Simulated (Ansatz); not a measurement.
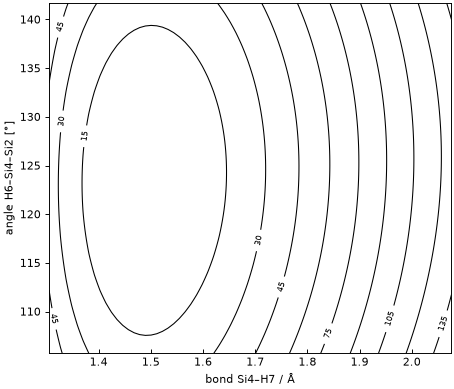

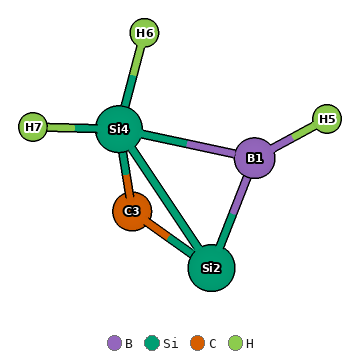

Energy landscape of CH3BSi2. 
- Two internal coordinates are moved rigidly from the geometry relaxed at PBE0-D4/def2-TZVP, all others fixed.
- First axis: bond Si4–H7. Second axis: angle H6–Si4–Si2.
- The grid has 7 × 7 points.
- Energies: kJ/mol, counted from the lowest grid point.
- Theory: RKS PBE-D4/def2-TZVPP in Ansatz 0.2.0.

In the figure: contour lines labelled in kJ/mol. Between grid points the surface is interpolated. The second picture is the structure at the lowest point.

Question: Summarise what can be read from the map.

Answer: The lowest grid point is at bond Si4–H7 = 1.490 Å, angle H6–Si4–Si2 = 123.7°. No other kind of well shows on this grid. The highest grid point, bond Si4–H7 = 2.076 Å, angle H6–Si4–Si2 = 105.7°, lies 145 kJ/mol above the lowest. Round the minimum the two coordinates are nearly uncoupled.

The values on the grid:

```
angle H6–Si4–Si2 ↓, bond Si4–H7 →  1.305  1.380  1.490  1.618  1.760  1.913  2.076
                            141.7     61     34     20     29     55     93    137
                            135.7     48     22      9     18     46     85    130
                            129.7     41     15      2     12     41     80    126
                            123.7     38     12      0     11     39     79    126
                            117.7     40     14      2     13     42     82    129
                            111.7     46     20      8     19     48     89    135
                            105.7     56     30     19     30     59     99    145
```
